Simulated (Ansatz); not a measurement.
**How methods differ on SiH3OF (SMILES O[SiH2]F)**

SiH3OF: 6 atoms, total charge 0, spin state singlet. SMILES: `O[SiH2]F`. Geometry: relaxed at PBE0-D4/def2-TZVP. This is one conformer, not always the lowest.

```
atom    x (Å)    y (Å)    z (Å)
   O  -0.8535  -0.2092  -0.9241
  Si   0.3783  -0.0093   0.1239
   F   0.1808  -0.9228   1.4178
   H  -1.7142   0.1502  -0.7056
   H   1.5956  -0.4585  -0.5758
   H   0.4551   1.3856   0.6176
```

Each level gives the energy change with the Si2–F3 bond stretched from 1.596 to 3.192 Å (eV). The values are calculated.

```tsv
level	kind	program	value (eV)	less FCI/STO-3G
SVWN5/STO-3G (restricted)	LDA	Ansatz	6.26	+2.09
revPBE/STO-3G (restricted)	GGA	Ansatz	5.60	+1.43
r2SCAN/STO-3G (restricted)	meta-GGA	Ansatz	6.17	+2.00
B3LYP/STO-3G (restricted)	global hybrid	Ansatz	6.52	+2.35
wB97M-V/STO-3G (restricted)	range-separated hybrid	Ansatz	7.42	+3.25
B2PLYP/STO-3G (restricted)	double hybrid	Ansatz	6.01	+1.84
MP2/STO-3G (restricted)	perturbation theory	Ansatz	5.81	+1.64
CCSD(T)/STO-3G (restricted)	coupled cluster or CI	Ansatz	4.05	-0.12
FCI/STO-3G	exact in the basis	Ansatz	4.17	0.00
```

FCI/STO-3G is exact within its basis and frozen core, so for wave-function methods in that basis the difference is their error; functionals converge differently with the basis, so for them it is only a difference. The first shape isn't each level's own minimum. The values span 4.05 to 7.42 eV. All rows use very small basis sets, so none should be taken for the real molecule's value.

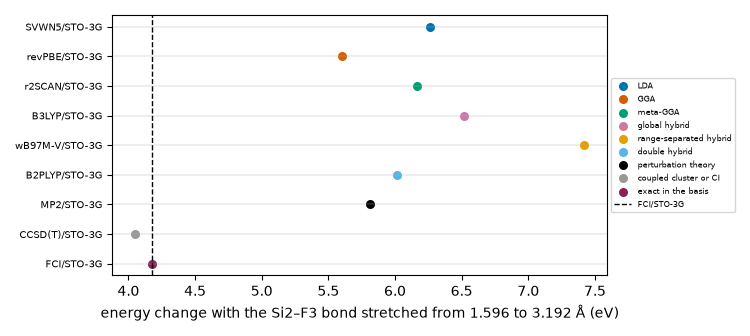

The values of the table, level by level.
